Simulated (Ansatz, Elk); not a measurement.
## CuWN2: X-ray structure factors from the self-consistent density

The structure of CuWN2 used here is made up (a known structure type with other elements) and was relaxed beforehand with PBEsol. The aim is the Fourier transform of its all-electron density, F(hkl), set beside the sum over free spherical atoms that refinements use.

Program: Elk 11.2.3 (patched build). Level of theory: DFT, PBE, all-electron APW+lo, Dirac cores, scalar-relativistic bands, static density, no spin. Results are calculated unless marked as measured.

The structure was built from a prototype and need not be the compound's stable phase.

**1. Starting point**

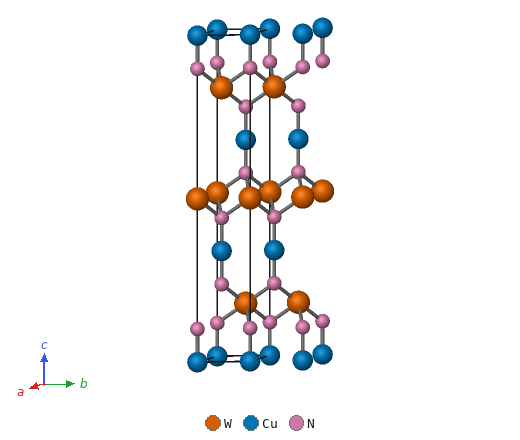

Start, viewed slightly off an axis; tungsten orange, copper blue, nitrogen pink. 1×2×1 cells are drawn. This picture shows the conventional cell, with its axes. Some periodic images of atoms are drawn too.

As a file:

```cif
data_structure
_symmetry_space_group_name_H-M 'R-3m:H'
_symmetry_Int_Tables_number 166
_cell_length_a 2.9329
_cell_length_b 2.9329
_cell_length_c 18.1447
_cell_angle_alpha 90.000
_cell_angle_beta 90.000
_cell_angle_gamma 120.000
_cell_volume 135.17
loop_
_atom_site_label
_atom_site_type_symbol
_atom_site_symmetry_multiplicity
_atom_site_Wyckoff_symbol
_atom_site_fract_x
_atom_site_fract_y
_atom_site_fract_z
_atom_site_occupancy
W1 W 3 b 0.66667 0.33333 0.83333 1
Cu1 Cu 3 a 0.00000 0.00000 0.00000 1
N1 N 6 c 0.00000 0.00000 0.89840 1
```

**2. Ground state and structure factors**

An all-electron density is needed, since X-rays see the cores too. Task 0 finds the density and task 195 Fourier-transforms it; tshift is off so that phases refer to the origin typed.

Contents of elk.in:

```
tasks
  0
  195

xctype
  20

spinpol
  .false.

rgkmax
  7.0

gmaxvr
  14.0

lmaxo
  7

lmaxapw
  8

swidth
  0.002

tshift
  .false.

ramdisk
  .false.

hmaxvr
  5.5

maxscl
  120

epspot
  1e-06

sppath
  './'

avec
  2.77115759779 1.59992858505 11.42948621473
  -2.77115759779 1.59992858505 11.42948621473
  0.00000000000 -3.19985717010 11.42948621473

atoms
  3
  'W.in'
  1
  0.5000000000 0.5000000000 0.5000000000   0.000000 0.000000 0.000000
  'Cu.in'
  1
  0.0000000000 0.0000000000 0.0000000000   0.000000 0.000000 0.000000
  'N.in'
  2
  0.8984046506 0.8984046506 0.8984046506   0.000000 0.000000 0.000000
  0.1015953494 0.1015953494 0.1015953494   0.000000 0.000000 0.000000

ngridk
  9 9 9
```

Command:

```sh
$ OMP_NUM_THREADS=4 elk
```

Numbers of over 12 decimals in the logs are rounded to 6 here.

The log of the run:

```text
┌─────────────────────────┐
│ Elk code version 11.2.3 │
└─────────────────────────┘

All units are atomic (Hartree, Bohr, etc.)

┌─────────────────────────────────────────────────┐
│ Ground-state run starting from atomic densities │
└─────────────────────────────────────────────────┘

Lattice vectors :
   2.771157598       1.599928585       11.42948621
  -2.771157598       1.599928585       11.42948621
   0.000000000      -3.199857170       11.42948621

Reciprocal lattice vectors :
   1.133675203      0.6545276839      0.1832449038
  -1.133675203      0.6545276839      0.1832449038
  0.9187651726E-17  -1.309055368      0.1832449038

Unit cell volume      :    304.0463411
Brillouin zone volume :   0.8158302861

Muffin-tin inner radius fraction :   0.1000000000E-01

Nuclei treated as point charges

Species : 1 (W)
 parameters loaded from : W.in
 name : tungsten
 nuclear charge    :   -74.00000000
 electronic charge :    74.00000000
 atomic mass :    335119.8193
 muffin-tin radius :    2.344049258
 number of radial points in muffin-tin :   1393
 inner part over the whole radius :   0.9943683968E-02
 number on inner part of muffin-tin    :    995
 approximate nuclear radius :   0.1010025921E-03
 number of mesh points to nuclear radius :    525
 atomic positions (lattice), magnetic fields (Cartesian) :
  1 :   0.50000000  0.50000000  0.50000000    0.00000000  0.00000000  0.00000000

Species : 2 (Cu)
 parameters loaded from : Cu.in
 name : copper
 nuclear charge    :   -29.00000000
 electronic charge :    29.00000000
 atomic mass :    115837.2717
 muffin-tin radius :    2.109226920
 number of radial points in muffin-tin :    993
 inner part over the whole radius :   0.9959188769E-02
 number on inner part of muffin-tin    :    699
 approximate nuclear radius :   0.7406004541E-04
 number of mesh points to nuclear radius :    339
 atomic positions (lattice), magnetic fields (Cartesian) :
  1 :   0.00000000  0.00000000  0.00000000    0.00000000  0.00000000  0.00000000

Species : 3 (N)
 parameters loaded from : N.in
 name : nitrogen
 nuclear charge    :   -7.000000000
 electronic charge :    7.000000000
 atomic mass :    25532.65216
 muffin-tin radius :    1.324321017
 number of radial points in muffin-tin :    593
 inner part over the whole radius :   0.9912199861E-02
 number on inner part of muffin-tin    :    403
 approximate nuclear radius :   0.4939692610E-04
 number of mesh points to nuclear radius :    173
 atomic positions (lattice), magnetic fields (Cartesian) :
  1 :  -0.10159535 -0.10159535 -0.10159535    0.00000000  0.00000000  0.00000000
  2 :   0.10159535  0.10159535  0.10159535    0.00000000  0.00000000  0.00000000

Total number of atoms per unit cell :    4
Total muffin-tin volume :    112.7136528
 ratio of muffin-tin to unit cell volume :   0.3707120841

Spin treatment :
 spin-unpolarised

Number of Bravais lattice symmetries :   12
Number of crystal symmetries         :   12
Crystal has inversion symmetry
Real symmetric eigensolver will be used

k-point grid :      9     9     9
k-point offset :    0.000000000       0.000000000       0.000000000
k-point set is reduced with full crystal symmetry group
Total number of k-points :       85

Muffin-tin radius times maximum |G+k| :    7.000000000
 using average radius
Maximum |G+k| for APW functions       :    3.942596798
Maximum (1/2)|G+k|²                   :    7.772034757
Maximum |G| for potential and density :    14.00000000
Constant for pseudocharge density :    8
 order of it for each species :   15  15  15
 order of it for pair densities of each species (exact exchange by exxq0 0: 16) :   15  14   4
Radial integration step length :    1

G-vector grid sizes :     54    54    54
Number of G-vectors :    14211

Maximum angular momentum used for
 APW functions            :    8
 outer part of muffin-tin :    7
 inner part of muffin-tin :    2

Total nuclear charge    :   -117.0000000
Total core charge       :    62.00000000
Total valence charge    :    55.00000000
[...]
correlation                 :     -6.362761
 electron entropic           :    -0.14691326192636E-02
 total energy                :     -17930.775590450

Density of states at Fermi energy :    111.1348083
 (states/Hartree/unit cell)

Estimated indirect band gap :   0.1984649629E-03
 from k-point 12 to k-point 46
Estimated direct band gap   :   0.2957756529E-02
 at k-point 66

Charges :
 core                        :    62.00000000
 valence                     :    55.00000000
 interstitial                :    8.304649359
 muffin-tins (core leakage)
  species : 1 (W)
   atom 1                    :    71.66089873     (  0.3475468326E-05)
  species : 2 (Cu)
   atom 1                    :    25.58878049     (  0.8610327147E-03)
  species : 3 (N)
[...]
total in muffin-tins        :    108.6953506
 total calculated charge     :    116.9982483
 total charge                :    117.0000000
 error                       :   0.1751670111E-02

RMS change in Kohn-Sham potential (target) :    1.484456822     (  0.1000000000E-05)
Absolute change in total energy (target)   :   0.8001178133     (  0.1000000000E-03)

[... loops 3 to 19 left out ...]

┌──────────────────┐
│ Loop number : 20 │
└──────────────────┘

Energies :
 Fermi                       :     0.367758
 sum of occupied eigenvalues :     -10900.611065379
 electron kinetic            :      20007.079097199
 core electron kinetic       :      19160.897775491
 Coulomb                     :     -37530.987715335
 Coulomb potential           :     -30376.363144585
 nuclear-nuclear             :     -1534.0381882744
 electron-nuclear            :     -41648.747569234
 Hartree                     :      5651.7980421731
 Madelung                    :     -22342.806143043
 xc potential                :     -531.32701799257
 exchange                    :     -400.36956787377
 correlation                 :     -6.394920
 electron entropic           :    -0.63639094751162E-03
 total energy                :     -17930.673742711

Density of states at Fermi energy :    47.52589709
 (states/Hartree/unit cell)

Estimated indirect band gap :   0.5010082725E-03
 from k-point 82 to k-point 58
Estimated direct band gap   :   0.1417264115E-01
 at k-point 26

Charges :
 core                        :    62.00000000
 valence                     :    55.00000000
 interstitial                :    7.734051956
 muffin-tins (core leakage)
  species : 1 (W)
[...]
species : 2 (Cu)
[...]
species : 3 (N)
[...]
total in muffin-tins        :    109.2659480
 total calculated charge     :    116.9986350
 total charge                :    117.0000000
 error                       :   0.1364992419E-02

RMS change in Kohn-Sham potential (target) :   0.5545279206E-06 (  0.1000000000E-05)
Absolute change in total energy (target)   :   0.5183337635E-05 (  0.1000000000E-03)

Convergence targets achieved

┌──────────────────┐
│ Loop number : 21 │
└──────────────────┘

Energies :
 Fermi                       :     0.367758
 sum of occupied eigenvalues :     -10900.611067761
 electron kinetic            :      20007.079105893
 core electron kinetic       :      19160.897780328
 Coulomb                     :     -37530.987723441
 Coulomb potential           :     -30376.363150039
 nuclear-nuclear             :     -1534.0381882744
 electron-nuclear            :     -41648.747579999
 Hartree                     :      5651.7980448332
 Madelung                    :     -22342.806148421
 xc potential                :     -531.32702361496
 exchange                    :     -400.36956813767
 correlation                 :     -6.394920
 electron entropic           :    -0.63639125033122E-03
 total energy                :     -17930.673742390

Density of states at Fermi energy :    47.52590882
 (states/Hartree/unit cell)

Estimated indirect band gap :   0.5010210753E-03
 from k-point 82 to k-point 58
Estimated direct band gap   :   0.1417262973E-01
 at k-point 26

Charges :
 core                        :    62.00000000
 valence                     :    55.00000000
 interstitial                :    7.734051880
 muffin-tins (core leakage)
  species : 1 (W)
[...]
species : 2 (Cu)
   atom 1                    :    27.65376082     (  0.7945356944E-03)
  species : 3 (N)
   atom 1                    :    5.023059846     (  0.2669501845E-04)
   atom 2                    :    5.023059846     (  0.2669501845E-04)
 total in muffin-tins        :    109.2659481
 total calculated charge     :    116.9986350
 total charge                :    117.0000000
 error                       :   0.1364992820E-02

┌──────────────────────────────┐
│ Self-consistent loop stopped │
└──────────────────────────────┘

Warning : core states of species 2 leak from the muffin-tin :   0.7945356944E-03

Wrote STATE.OUT
```

It took 1.8 min on 4 threads of Intel Xeon Platinum 8259CL at 2.50GHz (Skylake/Cascade Lake), shared host; peak memory 0.2 GiB.

SFACRHO.OUT:

```text

h k l indices transformed by vhmat matrix:
   1.000000000       0.000000000       0.000000000    
   0.000000000       1.000000000       0.000000000    
   0.000000000       0.000000000       1.000000000    

      h      k      l  multipl.   |H|            Re(F)            Im(F)           |F|

      0      0      0      1   0.0000000       117.00000      0.38567809E-15   117.00000    
     -1     -1     -1      2  0.54973471      -47.797690     -0.13924319E-12   47.797690    
     -2     -2     -2      2   1.0994694       81.137717      0.27901382E-12   81.137717    
      1      0      0      6   1.3218187      -31.381240      0.36393106E-13   31.381240    
      1      1      0      6   1.3593898       87.822455     -0.70149031E-13   87.822455    
     -2     -1     -1      6   1.5002950       75.446414      0.14240781E-12   75.446414    
      1      2      2      6   1.5978402      -46.016838      0.13238652E-12   46.016838    
      3      3      3      2   1.6492041      -30.434479      0.49130694E-12   30.434479    
      2      3      2      6   1.8327526      -38.247415      0.24842251E-12   38.247415    
     -3     -3     -2      6   1.9653657       78.168757      0.24789507E-12   78.168757    
     -4     -4     -4      2   2.1989388       73.086612      0.45280409E-12   73.086612    
     -3     -4     -3      6   2.2519981       77.000798      0.23543439E-12   77.000798    
      0     -1      1      6   2.2673504       76.729073      0.22565318E-15   76.729073    
      0     -1     -2     12   2.3330422      -36.112544     -0.11076163E-12   36.112544    
     -4     -3     -4      6   2.4034658      -29.978887     -0.26661906E-12   29.978887    
      1      3      2     12   2.5198633       63.617617     -0.22363300E-12   63.617617    
     -1     -1      1      6   2.6245157      -29.078576     -0.30327589E-13   29.078576    
     -2      0      0      6   2.6436374       67.178724      0.54325942E-13   67.178724
```

Elk indexes on the primitive cell of elk.in and gives |H| = 4π sin θ/λ in inverse bohr. Below, one row stands for each form hkl of the conventional cell (m members, Friedel mates merged), F is for one primitive cell and the density is static (no thermal factor). Free-atom factors are Waasmaier and Kirfel's, and R is Σm||F|−|F'||/Σm|F|. Elk warned that it couldn't find a linearisation energy, which lowers the accuracy of some states in this run and its variants.

```csv
hkl,m,sin θ/λ (Å⁻¹),"abs F, DFT",neutral atoms,diff.
003,2,0.083,47.798,47.682,+0.116
006,2,0.165,81.138,81.896,-0.758
101,6,0.199,31.381,31.639,-0.258
012,6,0.204,87.823,88.153,-0.330
104,6,0.226,75.446,76.340,-0.894
015,6,0.240,46.017,45.497,+0.519
009,2,0.248,30.434,30.738,-0.303
107,6,0.276,38.247,38.156,+0.092
018,6,0.296,78.169,78.421,-0.252
0 0 12,2,0.331,73.087,73.461,-0.375
1 0 10,6,0.339,77.001,77.207,-0.206
110,6,0.341,76.729,76.967,-0.238
113,12,0.351,36.112,35.994,+0.119
0 1 11,6,0.361,29.979,29.888,+0.091
```

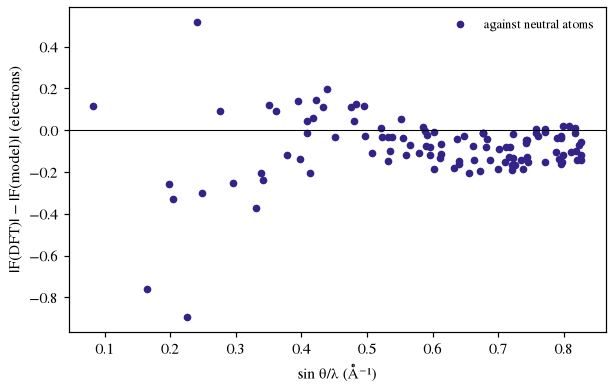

Difference between the calculated structure factors and the independent-atom ones.

**3. The highest occupied states alone**

An energy window below the Fermi level keeps the highest occupied states, to see at which angles they scatter; shallow core shells can lie inside it and anion s states outside. No new self-consistency is needed.

elk.in, as its differences from that of step 2:

```diff
@@ -1,3 +1,2 @@
 tasks
-  0
   195
@@ -40,2 +39,5 @@
 
+wsfac
+  0.000260 0.667760
+
 sppath
```

Command:

```sh
$ OMP_NUM_THREADS=4 elk
```

The log of the run:

```text
┌─────────────────────────────────┐
│ Elk code version 11.2.3 started │
└─────────────────────────────────┘

Info(readinput): the functional depends on the density's gradient
 muffin-tin radial points multiplied by    2.00000
 (not where nrmtscf is given)

┌────────────────────┐
│ Current task : 195 │
└────────────────────┘
Info(checkmt): changed muffin-tin radius of species 1 (W) from   2.8000 to   2.3440
Info(checkmt): changed muffin-tin radius of species 2 (Cu) from   2.4000 to   2.1092
Info(checkmt): changed muffin-tin radius of species 3 (N) from   1.8000 to   1.3243

Warning(linengy): could not find 1 linearisation energies in s.c. loop 1

Info(sfacrho): density structure factors written to SFACRHO.OUT

 Energy window :   0.2600000000E-03  0.6677600000

┌──────────────────┐
│ Elk code stopped │
└──────────────────┘
```

Wall time 8.1 s (4 threads); peak memory 0.16 GiB.

States within 10 eV below the Fermi level hold 23.00 electrons; any levels below the window count with the cores. Their amplitudes can exceed the total, where window and core parts have opposite phase:

| hkl | sin θ/λ (Å⁻¹) | abs F, window | abs F, all |
| --- | --- | --- | --- |
| 003 | 0.083 | 4.084 | 47.798 |
| 006 | 0.165 | 5.306 | 81.138 |
| 101 | 0.199 | 8.939 | 31.381 |
| 012 | 0.204 | 8.549 | 87.823 |
| 104 | 0.226 | 4.019 | 75.446 |
| 015 | 0.240 | 2.466 | 46.017 |
| 009 | 0.248 | 7.809 | 30.434 |
| 107 | 0.276 | 4.236 | 38.247 |
| 018 | 0.296 | 5.463 | 78.169 |
| 0 0 12 | 0.331 | 4.674 | 73.087 |

(Continued in part 2 of 2.)

[Logs are printed without paths, hosts, clocks, repeated set-up lines and the standing remarks that a program may print on its own settings, such as how far it seeks lower states.]

[Hosts, paths, dates, database ids (printed as entryN), source tags and the programs' standing remarks are cut or masked in the printed files.]
